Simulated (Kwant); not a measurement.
System: wire with a side stub in a GaAs two-dimensional gas. Effective mass 0.067 mₑ, grid spacing 6.2 nm, hard walls, nominal width 150 nm (25 grid rows, so walls 161.2 nm apart), one parabolic valley, scattering region 450 nm long along x; energies count from the band bottom; Fermi energy swept from 0.00019955 to 0.0023697 eV. Closed stub on one side, 190 nm wide and 93 nm deep.

The device is made up for the run: typed textbook-type constants, with dimensions and the other settings drawn at random.

Kwant, effective-mass tight-binding model on a square grid, one spin, coherent transport at 0 K. Conductance is in e²/h.

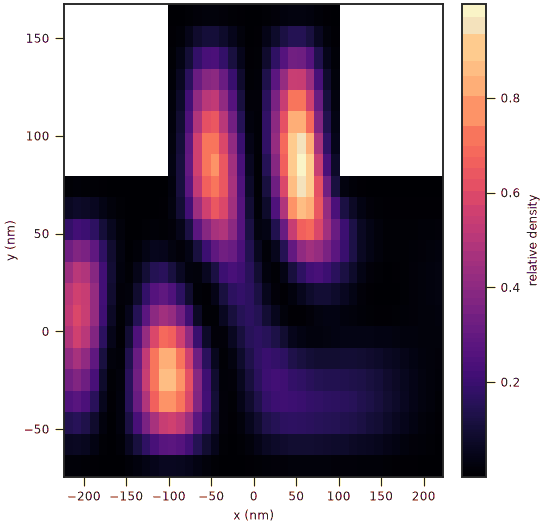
*Density of the scattering states that come in from the left lead, at energy = 0.00074664 eV, in bins, relative to the largest site value*

The conductance there is 0.14 e²/h with 1 open channel(s) in the leads.
